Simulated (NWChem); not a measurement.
# the pair CH4S2···C2F2: a chain of runs

We compute the energy (singlet C3H4F2S2, SVWN5/STO-3G), then the energy (singlet CH4S2, SVWN5/STO-3G), then the energy (singlet C2F2, SVWN5/STO-3G), then the energy (singlet CH4S2, SVWN5/STO-3G), then the energy (singlet C2F2, SVWN5/STO-3G) of C3H4F2S2 and its partners. 

The results are computed with NWChem 7.3.0.

## 1. The structure to begin with

C3H4F2S2 has 11 atoms, charge 0, and is taken as a singlet. The two molecules were placed rigidly side by side, at 0.8 times their contact distance; the pair isn't optimised.

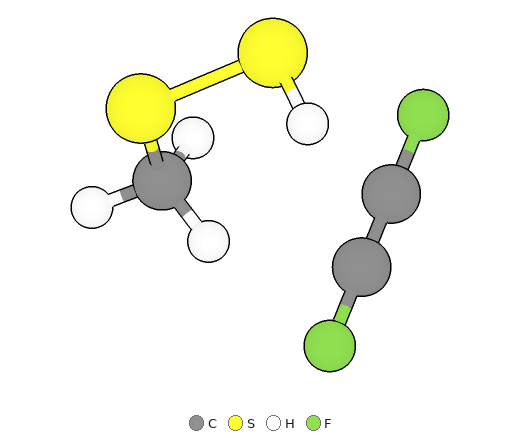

The structure, seen from a chosen angle (carbon grey, sulfur yellow, hydrogen white, fluorine green).

## 2. A single-point energy at SVWN5/STO-3G (run 1)

File nw.nw:

```
start nw
title "C3H4F2S2"
memory total 2200 mb
charge 0

geometry noautosym nocenter noautoz
   C     -0.766440     0.540710    -0.247940
   S      0.401960     0.323110     1.107160
   S      1.930160    -0.702390     0.234360
   H     -1.179240    -0.415890    -0.567540
   H     -0.294040     1.049010    -1.087540
   H     -1.571240     1.165910     0.146360
   H      1.478860    -1.960490     0.415160
   F      1.547140    -1.412370    -2.477840
   C      0.539560    -1.952850    -1.908060
   C     -0.394250    -2.453670    -1.380020
   F     -1.401840    -2.994150    -0.810240
end

basis spherical bse
   * library STO-3G
end

dft
   xc slater vwn_5
   mult 1
   grid fine
   convergence energy 1e-08
   maxiter 100
   mulliken
   print low
end

task dft energy
```

Run with:

```bash
nwchem nw.nw > nw.out
```

Log:

```text
[...]
 d= 0,ls=0.0,diis     1  -1094.1816027304 -1.53D+03  4.84D-02  9.61D-01     0.9
[...]
 d= 0,ls=0.0,diis    12  -1094.3144015662 -1.15D-10  1.39D-07  2.23D-11     5.3
         Total DFT energy =    -1094.314401566169
      One electron energy =    -2388.951017900363
           Coulomb energy =      946.184261732119
    Exchange-Corr. energy =      -85.190215513144
 Nuclear repulsion energy =      433.642570115220
[...]
      Total Density - Mulliken Population Analysis
     ---------------------------------------------
    Atom       Charge   Shell Charges
 -----------   ------   -------------------------------------------------------
    1 C    6     6.37   1.99  1.24  3.14
    2 S   16    15.93   2.00  2.00  5.95  1.91  4.08
    3 S   16    16.01   2.00  2.00  5.95  1.91  4.15
    4 H    1     0.90   0.90
    5 H    1     0.90   0.90
    6 H    1     0.89   0.89
    7 H    1     0.99   0.99
    8 F    9     8.98   2.00  1.94  5.05
    9 C    6     6.01   1.99  0.97  3.05
   10 C    6     6.03   1.99  0.97  3.07
[...]
```

Run time: 6 s. Hardware: 1 thread of AMD EPYC 9R14 (Zen 4), shared host; peak memory 0.12 GiB.

## 3. CH4S2: a single-point energy at SVWN5/STO-3G (run 2)

File m1.nw:

```
START m1
memory stack 880 mb heap 220 mb global 1100 mb

GEOMETRY units bohr noautosym nocenter noautoz
   C   -1.44836169   1.02179381  -0.46853870
   S    0.75959431   0.61058941   2.09222918
   S    3.64747378  -1.32732473   0.44287621
   H   -2.22844064  -0.78591820  -1.07249516
   H   -0.55565507   1.98234160  -2.05515275
   H   -2.96921328   2.20325059   0.27658032
   H    2.79464038  -3.70478917   0.78453870
END

BASIS spherical bse
   * library STO-3G
END

DFT
   xc slater vwn_5
   grid fine
   convergence energy 1e-08
   iterations 100
   mulliken
   noprint "final vectors analysis"
END

TASK dft
```

Run with:

```bash
nwchem m1.nw > m1.out
```

Log:

```text
[...]
          Wavefunction type:  closed shell.
          No. of atoms     :     7
          No. of electrons :    42
[...]
          Charge           :     0
          Spin multiplicity:     1
[...]
          AO basis - number of functions:    27
[...]
              XC Information
              --------------
                        Slater Exchange Functional  1.000 local
                      VWN V Correlation Functional  1.000 local
[...]
 d= 0,ls=0.0,diis     1   -824.3400499997 -9.74D+02  4.42D-02  3.61D-01     0.3
[...]
 d= 0,ls=0.0,diis    10   -824.3827763965 -1.75D-11  9.96D-08  3.72D-12     1.5
         Total DFT energy =     -824.382776396533
      One electron energy =    -1446.673252933193
           Coulomb energy =      527.488096596256
    Exchange-Corr. energy =      -55.343232363869
 Nuclear repulsion energy =      150.145612304273
[...]
      Total Density - Mulliken Population Analysis
     ---------------------------------------------
    Atom       Charge   Shell Charges
 -----------   ------   -------------------------------------------------------
    1 C    6     6.37   1.99  1.24  3.14
    2 S   16    15.93   2.00  2.00  5.95  1.91  4.08
    3 S   16    16.01   2.00  2.00  5.95  1.91  4.15
    4 H    1     0.90   0.90
    5 H    1     0.90   0.90
    6 H    1     0.89   0.89
    7 H    1     0.99   0.99
[...]
```

It took 2.1 s on 1 thread of AMD EPYC 9R14 (Zen 4), shared host; peak memory 0.12 GiB.

## 4. C2F2: the energy at SVWN5/STO-3G (run 3)

File input.nw:

```
start input
title "C2F2 energy"
memory 2200 mb

geometry units bohr noautosym nocenter noautoz
  F      2.92367088    -2.66899249    -4.68243898
  C      1.01962063    -3.69035166    -3.60571083
  C     -0.74502452    -4.63676430    -2.60785985
  F     -2.64909367    -5.65812348    -1.53113170
end

basis spherical bse
  * library STO-3G
end

dft
  xc slater vwn_5
  grid fine
  convergence energy 1e-08
  maxiter 100
  mulliken
  noprint "final vectors analysis"
end

task dft energy
```

Run with:

```bash
nwchem input.nw > input.out
```

Log:

```text
[...]
          Wavefunction type:  closed shell.
          No. of atoms     :     4
          No. of electrons :    30
[...]
          Charge           :     0
          Spin multiplicity:     1
[...]
          AO basis - number of functions:    20
[...]
              XC Information
              --------------
                        Slater Exchange Functional  1.000 local
                      VWN V Correlation Functional  1.000 local
[...]
 d= 0,ls=0.0,diis     1   -269.8462832679 -3.65D+02  9.26D-02  5.79D-01     0.1
[...]
 d= 0,ls=0.0,diis     8   -269.9333945079 -8.01D-12  3.42D-07  4.83D-11     0.4
         Total DFT energy =     -269.933394507851
      One electron energy =     -566.367422660618
           Coulomb energy =      230.746655884310
    Exchange-Corr. energy =      -29.823552868091
 Nuclear repulsion energy =       95.510925136548
[...]
      Total Density - Mulliken Population Analysis
     ---------------------------------------------
    Atom       Charge   Shell Charges
 -----------   ------   -------------------------------------------------------
    1 F    9     8.99   2.00  1.94  5.05
    2 C    6     6.01   1.99  0.97  3.05
    3 C    6     6.01   1.99  0.97  3.05
    4 F    9     8.99   2.00  1.94  5.05
[...]
```

Wall time 1 s (1 thread of AMD EPYC 9R14 (Zen 4), shared host); peak memory 0.11 GiB.

## 5. CH4S2 among ghost functions: a single-point energy at SVWN5/STO-3G (with ghost functions) (run 4)

File mol.nw:

```
start mol
memory total 2200 mb
geometry units bohr noautosym nocenter noautoz
  C  -1.44836169  1.02179381 -0.46853870
  S   0.75959431  0.61058941  2.09222918
  S   3.64747378 -1.32732473  0.44287621
  H  -2.22844064 -0.78591820 -1.07249516
  H  -0.55565507  1.98234160 -2.05515275
  H  -2.96921328  2.20325059  0.27658032
  H   2.79464038 -3.70478917  0.78453870
  bqF      2.923671    -2.668992    -4.682439
  bqC      1.019621    -3.690352    -3.605711
  bqC     -0.745025    -4.636764    -2.607860
  bqF     -2.649094    -5.658123    -1.531132
end
basis "ao basis" spherical bse
  C library STO-3G
  S library STO-3G
  H library STO-3G
  bqF library F STO-3G
  bqC library C STO-3G
end
dft
  xc slater vwn_5
  grid fine
  convergence energy 1e-08
  iterations 100
  mulliken
  print low
end
task dft
```

Run with:

```bash
nwchem mol.nw > mol.out
```

Log:

```text
[...]
 d= 0,ls=0.0,diis     1   -824.3441748555 -9.74D+02  2.52D-02  3.61D-01     0.8
[...]
 d= 0,ls=0.0,diis    10   -824.3867565208 -4.51D-11  6.63D-08  6.25D-12     4.4
         Total DFT energy =     -824.386756520814
      One electron energy =    -1446.558637832381
           Coulomb energy =      527.359572311754
    Exchange-Corr. energy =      -55.333303304460
 Nuclear repulsion energy =      150.145612304273
[...]
      Total Density - Mulliken Population Analysis
     ---------------------------------------------
    Atom       Charge   Shell Charges
 -----------   ------   -------------------------------------------------------
    1 C    6     6.37   1.99  1.24  3.14
    2 S   16    15.93   2.00  2.00  5.95  1.91  4.08
    3 S   16    16.01   2.00  2.00  5.95  1.91  4.15
    4 H    1     0.90   0.90
    5 H    1     0.90   0.90
    6 H    1     0.89   0.89
    7 H    1     0.99   0.99
    8 X    0     0.00   0.00  0.00  0.00
    9 X    0     0.01   0.00  0.01  0.00
   10 X    0     0.00   0.00  0.00  0.00
[...]
```

Wall time 5.1 s (1 thread of AMD EPYC 9R14 (Zen 4), shared host); peak memory 0.12 GiB.

## 6. C2F2 among ghost functions: a single-point energy at SVWN5/STO-3G (with ghost functions) (run 5)

File calc.nw:

```
start calc
title "C2F2"
memory total 2200 mb
charge 0
geometry units angstroms noautosym nocenter noautoz
 F     1.547140   -1.412370   -2.477840
 C     0.539560   -1.952850   -1.908060
 C    -0.394250   -2.453670   -1.380020
 F    -1.401840   -2.994150   -0.810240
 bqC     -0.766440     0.540710    -0.247940
 bqS      0.401960     0.323110     1.107160
 bqS      1.930160    -0.702390     0.234360
 bqH     -1.179240    -0.415890    -0.567540
 bqH     -0.294040     1.049010    -1.087540
 bqH     -1.571240     1.165910     0.146360
 bqH      1.478860    -1.960490     0.415160
end
basis spherical bse
 F library STO-3G
 C library STO-3G
 bqC library C STO-3G
 bqS library S STO-3G
 bqH library H STO-3G
end
dft
 xc slater vwn_5
 grid fine
 convergence energy 1e-08
 iterations 100
 mulliken
 print low
end
task dft
```

Run with:

```bash
nwchem calc.nw > calc.out
```

Log:

```text
[...]
 d= 0,ls=0.0,diis     1   -269.8481026457 -3.65D+02  4.00D-02  5.92D-01     0.8
[...]
 d= 0,ls=0.0,diis     7   -269.9374348580 -8.24D-09  6.21D-06  1.26D-08     2.9
         Total DFT energy =     -269.937434858007
      One electron energy =     -566.250977145155
           Coulomb energy =      230.613106227830
    Exchange-Corr. energy =      -29.810495954967
 Nuclear repulsion energy =       95.510932014284
[...]
      Total Density - Mulliken Population Analysis
     ---------------------------------------------
    Atom       Charge   Shell Charges
 -----------   ------   -------------------------------------------------------
    1 F    9     8.98   2.00  1.94  5.05
    2 C    6     6.01   1.99  0.97  3.05
    3 C    6     6.01   1.99  0.97  3.05
    4 F    9     8.98   2.00  1.94  5.05
    5 X    0     0.00   0.00  0.00  0.00
    6 X    0     0.00   0.00  0.00 -0.00  0.00  0.00
    7 X    0     0.01   0.00  0.00 -0.00  0.00  0.00
    8 X    0     0.01   0.01
    9 X    0     0.00   0.00
   10 X    0     0.00   0.00
[...]
```

Run time: 3.6 s. Hardware: 1 thread of AMD EPYC 9R14 (Zen 4), shared host; peak memory 0.12 GiB.

## 7. Summary of results

```
                                                                                                                 quantity           value
                                                                                        run 1, SVWN5/STO-3G: total energy  -1094.31440 Eh
                                                                                                      CH4S2: total energy   -824.38278 Eh
                                                                                                     CH4S2: dipole moment          1.27 D
                                                                                                       C2F2: total energy   -269.93339 Eh
                                                                                                      C2F2: dipole moment          0.00 D
                                                                                CH4S2 among ghost functions: total energy   -824.38676 Eh
                                                                                 C2F2 among ghost functions: total energy   -269.93743 Eh
              interaction energy of the rigid parts CH4S2 and C2F2 (parts in their own basis; closest atoms 2.33 Å apart)        0.048 eV
interaction energy of the rigid parts CH4S2 and C2F2 (parts in the whole basis, counterpoise; closest atoms 2.33 Å apart)        0.266 eV
```

The interaction energy of the rigid parts CH4S2 and C2F2 (parts in their own basis; closest atoms 2.33 Å apart) is 0.05 eV (4.6 kJ/mol): the parts repel at this shape. Without counterpoise this holds the superposition error of the basis. The interaction energy of the rigid parts CH4S2 and C2F2 (parts in the whole basis, counterpoise; closest atoms 2.33 Å apart) is 0.27 eV (25.7 kJ/mol): the parts repel at this shape. The basis-set superposition error is 21.1 kJ/mol. Mulliken charges (CH4S2) run from -0.37 on C1 to +0.11 on H6; they depend strongly on the basis.
